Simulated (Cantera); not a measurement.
Feed: 1 mol SO2, a varied amount of O2, equilibrated at 2323 K and 900000 Pa.

Method: chemical equilibrium by Gibbs-energy minimisation in Cantera with the NASA 1993 tables (ideal gas, pure condensed phases). Candidate condensed phases: S; 10 gas species. The numbers say what is thermodynamically allowed, not how fast it happens.

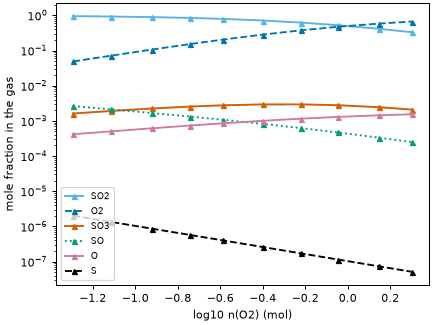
Equilibrium gas composition (values under 1e-9 drawn at 1e-9)

Read off the mole fractions at 0.051 mol O2.

SO2 about 0.95, O2 about 0.049, SO about 0.0026, SO3 about 0.0016, O about 0.00042, S about 2.0e-6.
